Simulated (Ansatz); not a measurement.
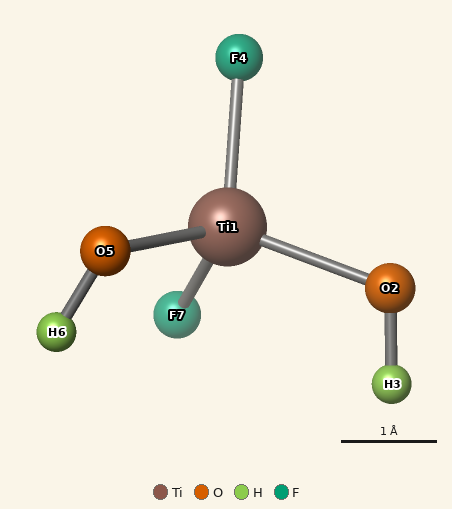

**Figure 1.** The structure as given in the input (ball-and-stick view, seen at a tilt; atoms are numbered from 1 in the order of the input). Sticks mark near contacts.

Geometry relaxation of TiH$_{2}$O$_{2}$F$_{2}$

System: TiH$_{2}$O$_{2}$F$_{2}$.
Method: RKS B3LYP-D4/def2-SVP (Ansatz 0.2.0).

It belongs to a series of runs on one base structure; here: start relaxed. Figures and captions count atoms from 1; the log counts them from 0 in places.

**The input**
```yaml
crystal:
  periodic: [false, false, false]
  atoms:
    - { symbol: Ti, position_ang: [0.0, 0.0, 0.0] }
    - { symbol: O, position_ang: [0.0, 0.0, 1.92] }
    - { symbol: H, position_ang: [-0.9095, -0.2814, 2.2571] }
    - { symbol: F, position_ang: [1.7257, 0.0, -0.6094] }
    - { symbol: O, position_ang: [-0.9043, 1.5667, -0.6394] }
    - { symbol: H, position_ang: [-1.8621, 1.336, -0.8617] }
    - { symbol: F, position_ang: [-0.8619, -1.4933, -0.6094] }
basis:
  gaussian: { orbitals: def2-SVP }
hamiltonian:
  xc: b3lyp
  dispersion: d4
relax:
  f_tol: 0.02
  max_steps: 40
output:
  orbitals: {}
```

Machine: 2 threads of Arm Neoverse V2, 24 GiB of memory available, shared host.

Run as:
```bash
ansatz run input.yaml --threads 2 --pin off --max-ram 3072MiB --backend cpu --events-out ev --progress --plain --runs-dir out
```

**The program's output**
```
The last accepted step is kept in [file] (removed where the run ends without a failure and the disk answers)
Engine: ansatz 0.2.0, aarch64-unknown-linux-gnu
Functional definition: B3LYP
  parameter a0 = 0.2
  parameter ax = 0.72
  parameter ac = 0.81
  exchange = (1 - a0 - ax)*slater_x + ax*b88_x + a0*exact_x
  correlation = (1 - ac)*vwn_rpa_c + ac*lyp_c
1066 factors; integrals over basis functions are off by at most 2.3e-4 eV
mean field evaluation 1: about -32653.2073 eV, gradient 9.7e1 eV
mean field evaluation 2: about -32103.3875 eV, gradient 4.5e2 eV
mean field evaluation 4: about -32666.8916 eV, gradient 5.0e1 eV
mean field evaluation 8: about -32671.6581 eV, gradient 6.5e-1 eV
mean field evaluation 16: about -32671.6885 eV, gradient 2.1e-4 eV
mean field -32671.68848184 eV, -1200.6624060419 hartree, gradient 4.3e-5 eV, S^2 0.000000; 0 other end points of the search recorded, 0 dependent functions left out
the calculation of the forces begins
reference -32671.68883092 eV, -1200.6624188701 hartree; 29, 29 occupied and 68, 68 virtual orbitals, 1066 factors
relax step   1: F+E_penalty+E_count = -32671.87833896 eV  Δ(F+E_penalty+E_count) = +0.000e0 eV  max|allowed force component| = 2.966e0 eV/Å  Δτ_max = 0.0000 Å  (31 SCF iters, accepted)
these checks for a lower state are left out or cut short: starts, cluster_reference, orbital_swaps, neighbouring_geometries, increment
1066 factors; integrals over basis functions are off by at most 2.0e-4 eV
mean field -32672.34726993 eV, -1200.6866160577 hartree, gradient 1.5e-5 eV, S^2 0.000000; 0 other end points of the search recorded, 0 dependent functions left out
[... from here on the field's lines of each further geometry are left out, up to the last ...]
relax step   2: F+E_penalty+E_count = -32672.54721793 eV  Δ(F+E_penalty+E_count) = -6.689e-1 eV  max|allowed force component| = 1.160e0 eV/Å  Δτ_max = 0.1079 Å  (34 SCF iters, accepted)
relax step   3: F+E_penalty+E_count = -32672.64358524 eV  Δ(F+E_penalty+E_count) = -9.637e-2 eV  max|allowed force component| = 3.393e-1 eV/Å  Δτ_max = 0.0500 Å  (34 SCF iters, accepted)
relax step   4: F+E_penalty+E_count = -32672.68199510 eV  Δ(F+E_penalty+E_count) = -3.841e-2 eV  max|allowed force component| = 5.850e-1 eV/Å  Δτ_max = 0.1026 Å  (33 SCF iters, accepted)
relax step   5: F+E_penalty+E_count = -32672.72672896 eV  Δ(F+E_penalty+E_count) = -4.473e-2 eV  max|allowed force component| = 2.194e-1 eV/Å  Δτ_max = 0.1331 Å  (32 SCF iters, accepted)
relax step   6: F+E_penalty+E_count = -32672.75057768 eV  Δ(F+E_penalty+E_count) = -2.385e-2 eV  max|allowed force component| = 2.725e-1 eV/Å  Δτ_max = 0.1998 Å  (37 SCF iters, accepted)
relax step   7: F+E_penalty+E_count = -32672.75668839 eV  Δ(F+E_penalty+E_count) = -6.111e-3 eV  max|allowed force component| = 2.857e-1 eV/Å  Δτ_max = 0.0698 Å  (33 SCF iters, accepted)
relax step   8: F+E_penalty+E_count = -32672.75927697 eV  Δ(F+E_penalty+E_count) = -2.589e-3 eV  max|allowed force component| = 3.526e-2 eV/Å  Δτ_max = 0.0361 Å  (33 SCF iters, accepted)
relax step   9: F+E_penalty+E_count = -32672.75974623 eV  Δ(F+E_penalty+E_count) = -4.693e-4 eV  max|allowed force component| = 2.081e-2 eV/Å  Δτ_max = 0.0199 Å  (34 SCF iters, accepted)
relax step  10: F+E_penalty+E_count = -32672.75955386 eV  Δ(F+E_penalty+E_count) = +1.924e-4 eV  max|allowed force component| = 1.278e-1 eV/Å  Δτ_max = 0.0383 Å  (32 SCF iters, rejected (line search))
relax step  11: F+E_penalty+E_count = -32672.76001959 eV  Δ(F+E_penalty+E_count) = -2.734e-4 eV  max|allowed force component| = 1.049e-2 eV/Å  Δτ_max = 0.0190 Å  (34 SCF iters, accepted)
relax step  12: F+E_penalty+E_count = -32672.75992816 eV  Δ(F+E_penalty+E_count) = +9.143e-5 eV  max|allowed force component| = 7.636e-2 eV/Å  Δτ_max = 0.0329 Å  (33 SCF iters, rejected (line search))
the calculation of the forces begins
reference -32672.55669214 eV, -1200.6943121818 hartree; 29, 29 occupied and 68, 68 virtual orbitals, 1066 factors
relax step  13: F+E_penalty+E_count = -32672.76010157 eV  Δ(F+E_penalty+E_count) = -8.198e-5 eV  max|allowed force component| = 1.936e-2 eV/Å  Δτ_max = 0.0160 Å  (34 SCF iters, accepted)
```

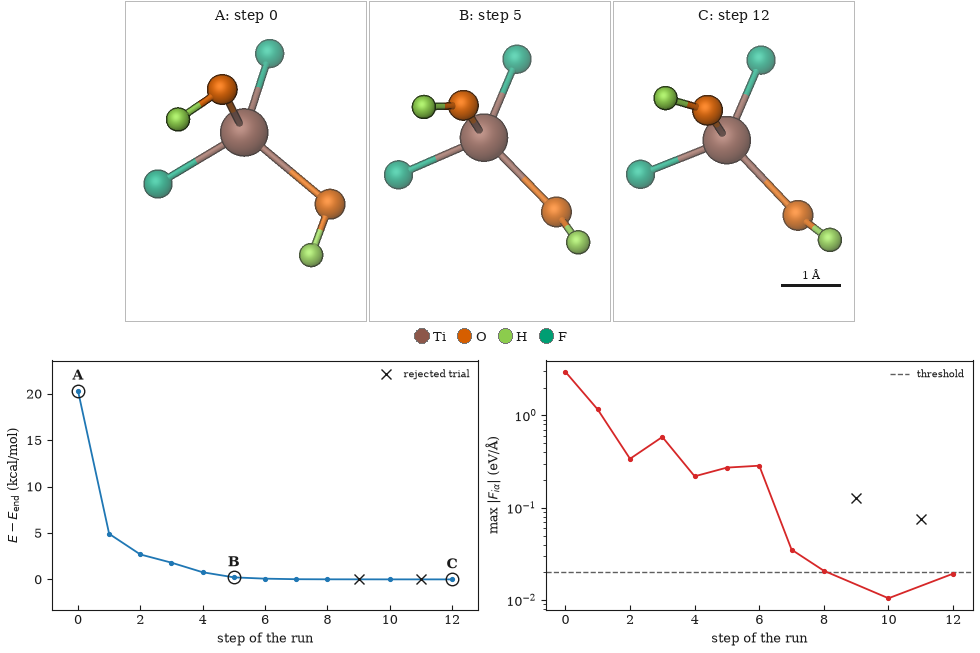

**Figure 2.** Frames of the relaxation (ball-and-stick view, seen at a tilt) above the curves, on which the letters mark them (the first geometry is step 0 here and step 1 in the log).

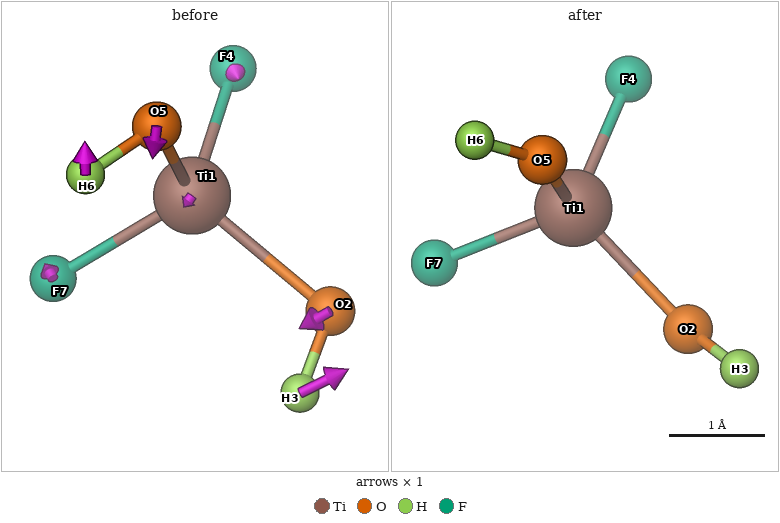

**Figure 3.** Before (left) and after (right) the relaxation, at one scale (ball-and-stick view, seen at a tilt). The pink arrows give the displacements, at true length. After 12 geometry steps the energy has fallen by 20.3 kcal/mol. Largest force component: 3 eV/Å at the start, 0.019 eV/Å at the end. The line search rejected the trial steps at points 9, 11 (counted from 0) and went back. The largest move after the best rigid fit is that of H3, 0.60 Å. Largest moves by element: H 0.60 Å, O 0.43 Å, F 0.24 Å, Ti 0.16 Å. Among the contacts that change: Ti1–O2 1.920 → 1.775 Å, Ti1–F7 1.829 → 1.753 Å, Ti1–F4 1.830 → 1.756 Å, O5–H6 1.010 → 0.964 Å. Among the angles that change: Ti1–O5–H6 109.5° → 142.5°, Ti1–O2–H3 109.5° → 134.4°. (Atoms are counted from 1 in the order of the input.)

```
1066 factors; integrals over basis functions are off by at most 2.4e-4 eV
mean field -32672.55634383 eV, -1200.6942993818 hartree, gradient 1.6e-5 eV, S^2 0.000000; 1 other end points of the search recorded, 0 dependent functions left out
the calculation of the forces begins
reference -32672.55669214 eV, -1200.6943121818 hartree; 29, 29 occupied and 68, 68 virtual orbitals, 1066 factors
Total energy: -32672.76044987 eV, -1200.7018001403 hartree
Atom 0 at    -0.106332    -0.115102     0.010473 Å, force     0.007264    -0.001614    -0.005202 eV/Å
Atom 1 at    -0.179727    -0.358595     1.766723 Å, force    -0.005909     0.005947     0.011617 eV/Å
Atom 2 at    -0.570716     0.130484     2.501013 Å, force     0.004879    -0.005816    -0.006735 eV/Å
Atom 3 at     1.561363     0.142701    -0.474289 Å, force    -0.001101    -0.000339     0.000783 eV/Å
Atom 4 at    -1.076656     1.286724    -0.450517 Å, force    -0.019363     0.005635    -0.014689 eV/Å
Atom 5 at    -1.730119     1.587056    -1.092766 Å, force     0.015267    -0.004067     0.013735 eV/Å
Atom 6 at    -0.709913    -1.545268    -0.803435 Å, force    -0.001037     0.000254     0.000490 eV/Å
Dipole moment:    -0.522471     0.424813     0.159235 e Å
```

**Trajectory as extended XYZ (Å, eV, eV/Å), 13 frames, from step=1 to step=13**
```
7
Properties=species:S:1:pos:R:3:forces:R:3 step=1 energy=-32671.87834
Ti    0.0000    0.0000    0.0000    0.4911   0.4082   0.1641
O     0.0000    0.0000    1.9200   -1.7038  -0.6026  -2.4356
H    -0.9095   -0.2814    2.2571    1.5511   0.5033  -0.3114
F     1.7257    0.0000   -0.6094   -2.3331   0.0720   0.8898
O    -0.9043    1.5667   -0.6394   -0.4411  -2.9659   0.5845
H    -1.8621    1.3360   -0.8617    1.5125   0.6058   0.2670
F    -0.8619   -1.4933   -0.6094    0.9232   1.9792   0.8415
7
Properties=species:S:1:pos:R:3:forces:R:3 step=2 energy=-32672.54722
Ti    0.0075    0.0110    0.0092    0.2049   0.2332   0.1086
O    -0.0078   -0.0260    1.8316   -0.8433  -0.2742  -0.8154
H    -0.8835   -0.2609    2.2162    0.7126   0.2303   0.0008
F     1.6776    0.0331   -0.5670   -0.6345   0.0170   0.2443
O    -0.8914    1.4780   -0.5948   -0.3747  -1.1599   0.1186
H    -1.8191    1.2917   -0.8685    0.6262   0.3989   0.1125
F    -0.8955   -1.3989   -0.5695    0.3087   0.5547   0.2307
7
Properties=species:S:1:pos:R:3:forces:R:3 step=3 energy=-32672.64359
Ti    0.0039    0.0034    0.0072    0.1982   0.0918   0.0108
O    -0.0194   -0.0528    1.7910   -0.3393  -0.1301   0.0213
H    -0.8627   -0.2302    2.2390    0.2169   0.0910   0.1734
F     1.6571    0.0486   -0.5450    0.1846   0.0096  -0.0610
O    -0.8937    1.4293   -0.5839   -0.2290  -0.1787  -0.0340
H    -1.8108    1.3136   -0.8758    0.0273   0.2484  -0.0487
F    -0.8865   -1.3839   -0.5753   -0.0586  -0.1320  -0.0618
7
Properties=species:S:1:pos:R:3:forces:R:3 step=4 energy=-32672.68199
Ti   -0.0174   -0.0124    0.0141    0.2743  -0.0588  -0.0981
O    -0.0203   -0.1217    1.7903    0.2071  -0.0116  -0.2339
H    -0.8225   -0.1700    2.3118   -0.3208   0.0259   0.4370
F     1.6400    0.0710   -0.5409    0.0276  -0.0110  -0.0173
O    -0.9298    1.4092   -0.5468    0.3929  -0.0639   0.2560
H    -1.7911    1.3593   -0.9568   -0.5850   0.1480  -0.3049
F    -0.8709   -1.4074   -0.6143    0.0039  -0.0285  -0.0388
7
Properties=species:S:1:pos:R:3:forces:R:3 step=5 energy=-32672.72673
Ti   -0.0190   -0.0506    0.0030   -0.0869   0.0941   0.0860
O    -0.0506   -0.1823    1.7774    0.1116  -0.0973  -0.1949
H    -0.7937   -0.0560    2.3742   -0.1277   0.0681   0.2194
F     1.6421    0.0690   -0.5327    0.0925   0.0101  -0.0430
O    -0.9635    1.3683   -0.5040   -0.0478  -0.0977  -0.0503
H    -1.8076    1.4262   -0.9711    0.0420   0.0738   0.0085
F    -0.8197   -1.4465   -0.6897    0.0164  -0.0509  -0.0256
7
Properties=species:S:1:pos:R:3:forces:R:3 step=6 energy=-32672.75058
Ti   -0.0685   -0.0952   -0.0011    0.2725  -0.2145  -0.1224
O    -0.1278   -0.3072    1.7626   -0.1577   0.1019   0.0634
H    -0.6921    0.1069    2.4297    0.0879  -0.0472  -0.0038
F     1.6072    0.0868   -0.4937   -0.0677   0.0314   0.0294
O    -1.0033    1.3105   -0.5108   -0.0258   0.0444   0.0800
H    -1.8141    1.5622   -0.9632   -0.0713   0.0373  -0.0695
F    -0.7135   -1.5360   -0.7663   -0.0379   0.0467   0.0229
7
Properties=species:S:1:pos:R:3:forces:R:3 step=7 energy=-32672.75669
Ti   -0.0759   -0.1024   -0.0006   -0.0522  -0.0694   0.0335
O    -0.1514   -0.3221    1.7605    0.0534  -0.0346  -0.1262
H    -0.6425    0.1082    2.4676   -0.0496   0.0572   0.0993
F     1.5965    0.1105   -0.4865    0.0076   0.0182  -0.0098
O    -1.0384    1.2968   -0.4844    0.2857  -0.0997   0.2078
H    -1.7797    1.5741   -1.0228   -0.2641   0.0990  -0.2042
F    -0.7207   -1.5372   -0.7765    0.0191   0.0293  -0.0005
7
Properties=species:S:1:pos:R:3:forces:R:3 step=8 energy=-32672.75928
Ti   -0.0866   -0.1069    0.0046   -0.0031  -0.0121  -0.0042
O    -0.1611   -0.3338    1.7625   -0.0188   0.0023   0.0353
H    -0.6148    0.1139    2.4872    0.0182  -0.0061  -0.0146
F     1.5842    0.1241   -0.4809    0.0079   0.0022  -0.0060
O    -1.0472    1.2964   -0.4699   -0.0309   0.0283  -0.0169
H    -1.7643    1.5675   -1.0547    0.0209  -0.0046   0.0105
F    -0.7225   -1.5331   -0.7916    0.0057  -0.0100  -0.0041
7
Properties=species:S:1:pos:R:3:forces:R:3 step=9 energy=-32672.75975
Ti   -0.0941   -0.1103    0.0057   -0.0131  -0.0063   0.0195
O    -0.1685   -0.3436    1.7638    0.0023  -0.0081  -0.0208
H    -0.5988    0.1211    2.4912   -0.0004   0.0094   0.0103
F     1.5757    0.1308   -0.4786    0.0035   0.0014  -0.0044
O    -1.0579    1.2943   -0.4619    0.0150  -0.0141   0.0118
H    -1.7520    1.5761   -1.0678   -0.0127   0.0084  -0.0152
F    -0.7164   -1.5403   -0.7952    0.0054   0.0093  -0.0012
7
Properties=species:S:1:pos:R:3:forces:R:3 step=10 energy=-32672.75955 accepted=F
Ti   -0.1059   -0.1150    0.0099   -0.0448  -0.0014   0.0130
O    -0.1821   -0.3608    1.7665   -0.0557   0.0838   0.1016
H    -0.5670    0.1313    2.5057    0.0629  -0.0809  -0.1278
F     1.5620    0.1428   -0.4734    0.0028   0.0023  -0.0018
O    -1.0784    1.2876   -0.4493   -0.0838   0.0224  -0.0996
H    -1.7303    1.5873   -1.0974    0.1071  -0.0484   0.1053
F    -0.7103   -1.5452   -0.8049    0.0115   0.0221   0.0093
7
Properties=species:S:1:pos:R:3:forces:R:3 step=11 energy=-32672.76002
Ti   -0.1009   -0.1133    0.0084   -0.0105   0.0019   0.0050
O    -0.1757   -0.3530    1.7655   -0.0028   0.0014  -0.0045
H    -0.5819    0.1278    2.4967    0.0033  -0.0005  -0.0006
F     1.5680    0.1375   -0.4753    0.0020   0.0003  -0.0019
O    -1.0684    1.2900   -0.4555    0.0043  -0.0094   0.0037
H    -1.7404    1.5819   -1.0816    0.0001   0.0024  -0.0026
F    -0.7128   -1.5427   -0.8010    0.0034   0.0039   0.0011
7
Properties=species:S:1:pos:R:3:forces:R:3 step=12 energy=-32672.75993 accepted=F
Ti   -0.1103   -0.1178    0.0109   -0.0335   0.0086   0.0238
O    -0.1862   -0.3652    1.7670   -0.0104   0.0290   0.0261
H    -0.5571    0.1348    2.5055    0.0174  -0.0280  -0.0432
F     1.5567    0.1484   -0.4714    0.0032   0.0004  -0.0048
O    -1.0874    1.2818   -0.4450   -0.0566   0.0227  -0.0764
H    -1.7203    1.5951   -1.1040    0.0734  -0.0362   0.0763
F    -0.7075   -1.5491   -0.8057    0.0065   0.0035  -0.0018
7
Properties=species:S:1:pos:R:3:forces:R:3 step=13 energy=-32672.76010
Ti   -0.1063   -0.1151    0.0105    0.0073  -0.0016  -0.0052
O    -0.1797   -0.3586    1.7667   -0.0059   0.0059   0.0116
H    -0.5707    0.1305    2.5010    0.0049  -0.0058  -0.0067
F     1.5614    0.1427   -0.4743   -0.0011  -0.0003   0.0008
O    -1.0767    1.2867   -0.4505   -0.0194   0.0056  -0.0147
H    -1.7301    1.5871   -1.0928    0.0153  -0.0041   0.0137
F    -0.7099   -1.5453   -0.8034   -0.0010   0.0003   0.0005
```

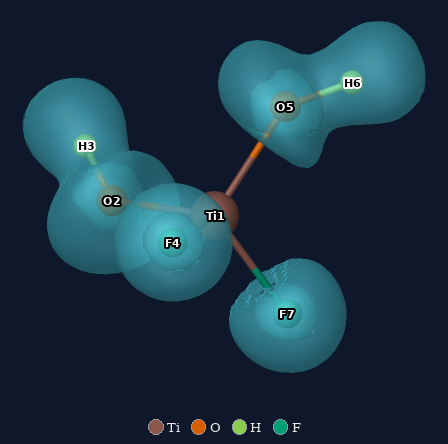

**Figure 4.** Isosurface of the ELF at 0.75 (cyan), seen at a tilt. Core shells and regions of very low density are left out. Along the contacts the grid gives the following. Ti–F (1.75 Å): the ELF peaks at about 0.80 in the valence shell of F, 0.5 Å from its nucleus, and drops to about 0.20 between the two atoms. Ti–O (1.77 Å): the ELF peaks at about 0.80 in the valence shell of O, 0.5 Å from its nucleus, and drops to about 0.20 between the two atoms.

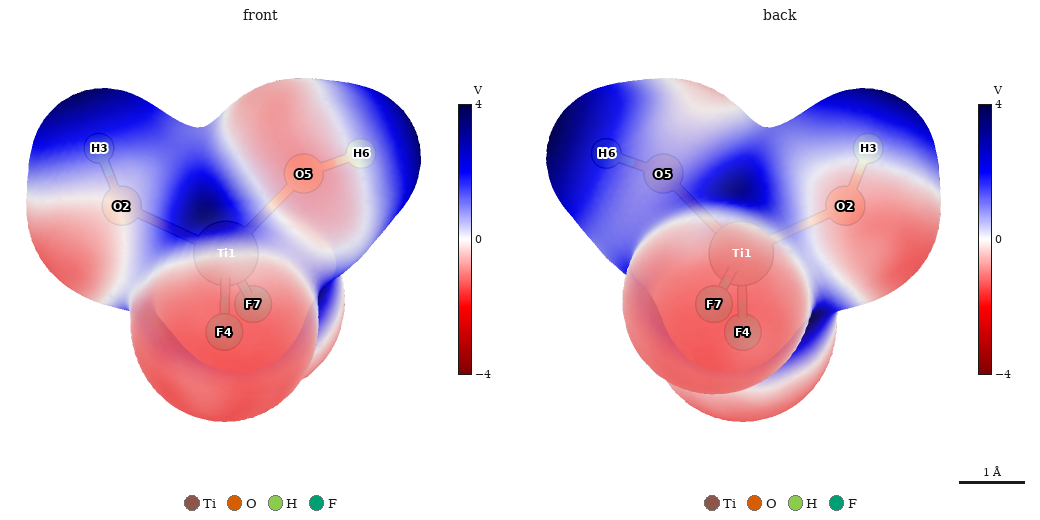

**Figure 5.** The molecular electrostatic potential painted on the density surface at 0.004 e/bohr³, seen face on and from behind; red is negative and blue positive.

**Results in brief**

```json
{"quantity": "outcome", "value": "converged"}
{"quantity": "total energy", "value": "−32672.7604 eV"}
{"quantity": "mean-field energy", "value": "−32672.5567 eV"}
{"quantity": "largest force (length of the vector) at the end", "value": "0.025 eV/Å"}
{"quantity": "wall time", "value": "43 s (CPU time 76 s)"}
{"quantity": "peak memory", "value": "0.22 GiB"}
```
